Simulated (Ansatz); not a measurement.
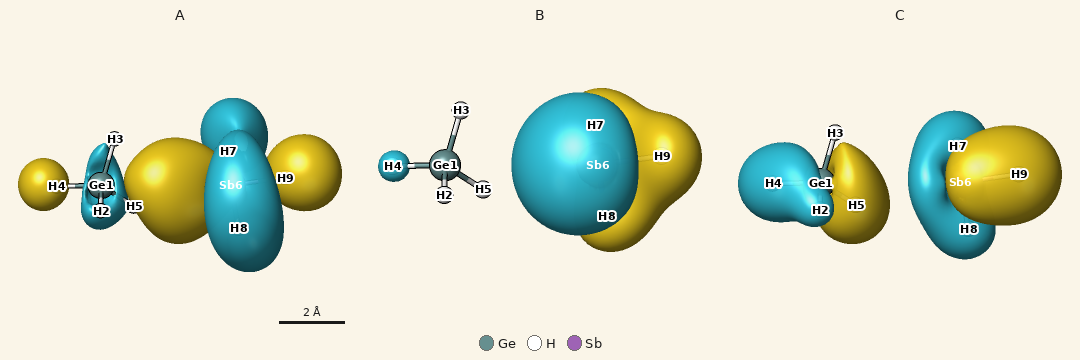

The picture shows: GeH4···H3Sb. Three frontier orbitals at ±0.06 Å⁻³ᐟ² (yellow and cyan are the two phases), in no order.

Geometry: PBE0-D4/def2-TZVP; core potentials replace the inner electrons of Sb.

The calculation used RKS PBE0-D4/def2-TZVPPD (Ansatz).

Input file:

```
crystal:
  periodic: [false, false, false]
  atoms:
    - {symbol: Ge, position_ang: [0.095761, -0.214550, -1.990319]}
    - {symbol: H, position_ang: [-1.185384, 0.605437, -2.185092]}
    - {symbol: H, position_ang: [1.255584, 0.719711, -1.622290]}
    - {symbol: H, position_ang: [0.431036, -0.967507, -3.284932]}
    - {symbol: H, position_ang: [-0.116115, -1.228722, -0.856031]}
    - {symbol: Sb, position_ang: [-0.327033, 0.714522, 1.958011]}
    - {symbol: H, position_ang: [1.212738, -0.016747, 2.045017]}
    - {symbol: H, position_ang: [-1.099098, -0.762359, 2.327253]}
    - {symbol: H, position_ang: [-0.267488, 1.150015, 3.608382]}
basis:
  gaussian: {orbitals: "def2-TZVPPD.json"}
hamiltonian: {xc: pbe0, dispersion: d4}
output: {orbitals: {seedname: orbitals}}
```

Launched as:

```sh
ansatz run in.yaml --threads 4 --pin off --events-out ev --progress --plain --max-ram 9574MiB
```

Which picture is the HOMO−1, the HOMO and the LUMO?

Answer. C is the HOMO−1 (−9.43 eV). It lies mainly on Sb6 (about 30 %), H9 (about 20 %), Ge1 (about 15 %), H5 (about 10 %), H7 (about 10 %) and H4 (about 5 %). B is the HOMO (−7.51 eV). Its weight (Hirshfeld) is mainly on Sb6 (about 75 %), H9 (about 10 %), H8 (about 5 %) and H7 (about 5 %). A is the LUMO (−0.29 eV). It lies mainly on Sb6 (about 55 %), H9 (about 15 %), Ge1 (about 10 %) and H7 (about 10 %).

What is the HOMO–LUMO gap?

Answer. 7.22 eV between the orbital energies.
